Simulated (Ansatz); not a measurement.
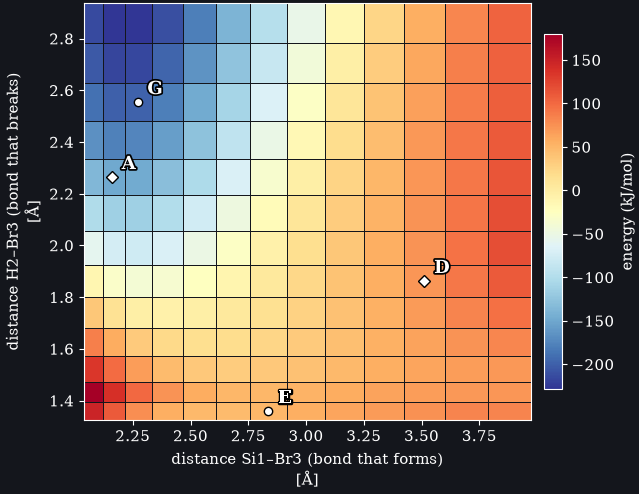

The reacting system BrH3Si (fragments H₂Si + BrH where the first distance is long, BrH₃Si where the second is long). Coordinates scanned: (1) distance Si1–Br3 (bond that forms); (2) distance H2–Br3 (bond that breaks). Relaxed at each point: all other coordinates. The grid has 13 × 13 points. Points are written as (first, second). All energies are given in kJ/mol relative to a guessed transition structure relaxed with its forming and breaking bonds held. Energies and slopes of some neighbouring points disagree (a jump in structure or state, or too coarse a mesh). The reference is spin-restricted, so regions where a bond is pulled apart into radicals lie too high. Method: Ansatz, RKS PBE-D4/def2-TZVP.

Drawn: one coloured cell a grid point, lettered points.

Question: Rank the lettered points by energy, lowest first.

Answer: G (−198 kJ/mol), A (−149 kJ/mol), E (50 kJ/mol), D (72 kJ/mol).
